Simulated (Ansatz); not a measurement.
# One shape, several levels: quartet AlH2O

We compute a comparison of 6 runs (U-r2SCAN/STO-3G, U-wB97X/STO-3G, UBLYP/STO-3G, UCAM-B3LYP/STO-3G, UMP2/STO-3G, UCCSD(T)/STO-3G) of quartet AlH2O. 

The results are computed with Ansatz 0.2.0.

51 further runs of the same task are left out: 1 that didn't finish, 50 set aside as unsound or not needed.

## 1. Starting point

AlH2O has 4 atoms, charge 0, and is taken as a quartet. SMILES of the parent species: `[O][AlH2]`. Geometry: relaxed at PBE0-D4/def2-TZVP. That shape belongs to the parent species and isn't relaxed for this state.

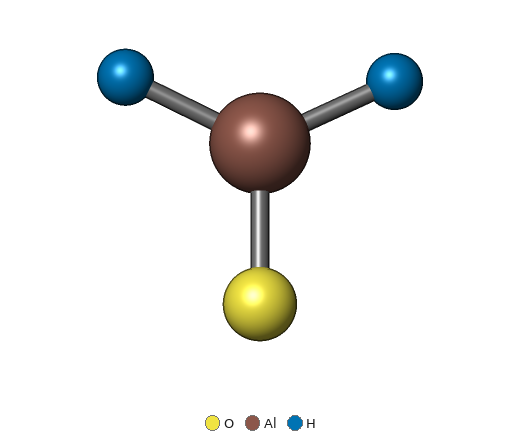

Viewed from a chosen angle; oxygen yellow, aluminium brown, hydrogen blue.

## 2. The energy at U-r2SCAN/STO-3G (run 1)

run.yaml reads:

```yaml
crystal:
  periodic: [false, false, false]
  atoms:
    - symbol: O
      position_ang: [0.062600, -0.856300, 1.401400]
    - symbol: Al
      position_ang: [0.011300, 0.029900, -0.080400]
    - symbol: H
      position_ang: [-1.149600, -0.360800, -1.076000]
    - symbol: H
      position_ang: [1.131100, 1.126800, -0.265300]
basis:
  gaussian: {orbitals: STO-3G}
magnetization: {spin_polarized: true, initial_magnetization: 3}
hamiltonian: {xc: {name: r2SCAN}}
accuracy: high
```

Launch:

```console
$ ansatz run run.yaml --threads 1 --pin off --max-ram 2610MiB --events-out events.jsonl --progress --plain --runs-dir runs
```

Output:

```text
Warning: RAYON_NUM_THREADS=1 ignored (pool sized by the plan → 1); use --threads N
Functional definition: r2SCAN
  name "r2SCAN"
  parameter k0 = 0.174
  parameter k1 = 0.065
  parameter a1 = 4.9479
  exchange = r2scan_x(k0 = k0, k1 = k1, a1 = a1)
  correlation = r2scan_c
267 factors; integrals over basis functions are off by at most 2.5e-8 eV
mean field evaluation 1: about -8557.0368 eV, gradient 1.2e1 eV
mean field evaluation 2: about -8530.5613 eV, gradient 3.6e1 eV
mean field evaluation 4: about -8558.4323 eV, gradient 4.6e0 eV
mean field evaluation 8: about -8558.7436 eV, gradient 3.0e-2 eV
mean field evaluation 16: about -8558.7132 eV, gradient 2.1e-5 eV
mean field evaluation 32: about -8558.5868 eV, gradient 1.0e0 eV
mean field -8558.71324125 eV, -314.5269103118 hartree, gradient 2.2e-9 eV, S^2 3.752850; 3 other end points of the search recorded, 0 dependent functions left out
reference -8558.71324197 eV, -314.5269103381 hartree; 13, 10 occupied and 3, 6 virtual orbitals, 267 factors
Total energy: -8558.71324197 eV, -314.5269103381 hartree
```

Run time: 4.5 s. Hardware: 1 thread of Arm Neoverse V1, shared host; peak memory 0.2 GiB.

## 3. The energy at U-wB97X/STO-3G (run 2)

molecule.yaml reads:

```yaml
crystal:
  periodic: [false, false, false]
  atoms:
    - symbol: O
      position_ang: [0.062600, -0.856300, 1.401400]
    - symbol: Al
      position_ang: [0.011300, 0.029900, -0.080400]
    - symbol: H
      position_ang: [-1.149600, -0.360800, -1.076000]
    - symbol: H
      position_ang: [1.131100, 1.126800, -0.265300]
basis:
  gaussian:
    orbitals: STO-3G
total_charge: 0
magnetization:
  spin_polarized: true
  initial_magnetization: 3
hamiltonian:
  xc: {name: wB97X}
accuracy: high
```

Launch:

```console
$ ansatz run molecule.yaml --threads 1 --pin off --max-ram 2610MiB --events-out events.jsonl --progress --plain --runs-dir runs
```

Output, cut to the lines that bear on the results:

```text
Warning: RAYON_NUM_THREADS=1 ignored (pool sized by the plan → 1); use --threads N
Functional definition: wB97X
  name "wB97X"
[...]
      + exact_x_lr(omega)
[...]
      + integral(e_c_pw_opposite_spin*poly(b97_u_opposite, 1, cos1, cos2, cos3, cos4))
267 factors; integrals over basis functions are off by at most 2.5e-8 eV
119 factors; integrals over basis functions are off by at most 8.7e-10 eV
[...]
mean field -8559.10447416 eV, -314.5412878562 hartree, gradient 9.0e-8 eV, S^2 3.752407; 6 other end points of the search recorded, 0 dependent functions left out
reference -8559.10447300 eV, -314.5412878135 hartree; 13, 10 occupied and 3, 6 virtual orbitals, 267 factors
Total energy: -8559.10447300 eV, -314.5412878135 hartree
```

It took 8.4 s on 1 thread of Arm Neoverse V1, shared host; peak memory 0.35 GiB.

## 4. A single-point energy at UBLYP/STO-3G (run 3)

molecule.yaml reads:

```yaml
crystal:
  periodic: [false, false, false]
  atoms:
    - {symbol: O, position_ang: [0.062600, -0.856300, 1.401400]}
    - {symbol: Al, position_ang: [0.011300, 0.029900, -0.080400]}
    - {symbol: H, position_ang: [-1.149600, -0.360800, -1.076000]}
    - {symbol: H, position_ang: [1.131100, 1.126800, -0.265300]}
basis:
  gaussian:
    orbitals: STO-3G
total_charge: 0
magnetization:
  spin_polarized: true
  initial_magnetization: 3
hamiltonian:
  xc: {name: BLYP}
accuracy: high
```

Launch:

```console
$ ansatz run molecule.yaml --threads 1 --pin off --max-ram 2610MiB --events-out events.jsonl --progress --plain --runs-dir runs
```

Output:

```text
Warning: RAYON_NUM_THREADS=1 ignored (pool sized by the plan → 1); use --threads N
Functional definition: BLYP
  name "BLYP"
  parameter beta = 0.0042
  parameter a = 0.04918
  parameter b = 0.132
  parameter c = 0.2533
  parameter d = 0.349
  exchange = b88_x(beta = beta)
  correlation = lyp_c(a = a, b = b, c = c, d = d)
267 factors; integrals over basis functions are off by at most 2.5e-8 eV
mean field evaluation 1: about -8556.6936 eV, gradient 1.3e1 eV
mean field evaluation 2: about -8528.6718 eV, gradient 3.7e1 eV
mean field evaluation 4: about -8558.6738 eV, gradient 3.1e0 eV
mean field evaluation 8: about -8558.7718 eV, gradient 1.6e-1 eV
mean field evaluation 16: about -8558.7721 eV, gradient 3.4e-6 eV
mean field evaluation 32: about -8558.6253 eV, gradient 1.7e0 eV
mean field -8558.77207540 eV, -314.5290724269 hartree, gradient 2.1e-8 eV, S^2 3.751110; 5 other end points of the search recorded, 0 dependent functions left out
reference -8558.77210780 eV, -314.5290736174 hartree; 13, 10 occupied and 3, 6 virtual orbitals, 267 factors
Total energy: -8558.77210780 eV, -314.5290736174 hartree
```

Wall time 1.9 s (1 thread of Arm Neoverse V1, shared host); peak memory 0.12 GiB.

Runs 4 to 5 aren't shown in full; the table further down has their settings and results.

## 5. The energy at UCCSD(T)/STO-3G (run 6)

run.yaml, as its differences from that of step 2:

```diff
@@ -14,3 +14,4 @@
 magnetization: {spin_polarized: true, initial_magnetization: 3}
-hamiltonian: {xc: {name: r2SCAN}}
+correlation: {method: ccsd_t, frozen_orbitals: {Al: 5, H: 0, O: 1}}
 accuracy: high
+scf: {omitted_lower_state_checks: [cluster_reference, increment]}
```

Launch:

```console
$ ansatz run run.yaml --threads 1 --pin off --max-ram 2610MiB --events-out events.jsonl --progress --plain --runs-dir runs
```

Output:

```text
Warning: RAYON_NUM_THREADS=1 ignored (pool sized by the plan → 1); use --threads N
[... 14 lines left out ...]
6 core orbitals not correlated: weight in the atoms' cores, before any rotation towards them, 0.999 or more for the frozen orbitals, at most 0.000 for the correlated occupied ones
[... 38 lines left out ...]
Total energy: -8539.50059833 eV, -313.8208587072 hartree
Checks for a lower state left out: cluster_reference, increment
```

Wall time 0.3 s (1 thread of Arm Neoverse V1, shared host).

## 6. Overview of the runs

```
run              level  frozen core orbitals  energy (Eh)   ⟨S²⟩  wall time
  1    U-r2SCAN/STO-3G                     –  -314.526910  3.753      4.5 s
  2     U-wB97X/STO-3G                     –  -314.541288  3.752      8.4 s
  3       UBLYP/STO-3G                     –  -314.529074  3.751      1.9 s
  4  UCAM-B3LYP/STO-3G                     –  -314.511975  3.752      2.1 s
  5        UMP2/STO-3G                     6  -313.798310  3.777      0.2 s
  6    UCCSD(T)/STO-3G                     6  -313.820859  3.777      0.3 s
```

## 7. What came out

```
                                          quantity          value
                               run 6: total energy  -313.82086 Eh
run 6: correlation energy (6 core orbitals frozen)      -52.5 mEh
                             run 6: (T) correction      -0.70 mEh
          run 6: ⟨S²⟩ of the reference determinant          3.777
                              run 6: T1 diagnostic          0.027
```

In words: Totals of different functionals can't be ranked against each other. In runs 1, 2, 3, 4, 5, 6 the basis is minimal, so the values are rough. All runs together took 18 s, the longest 8.4 s.
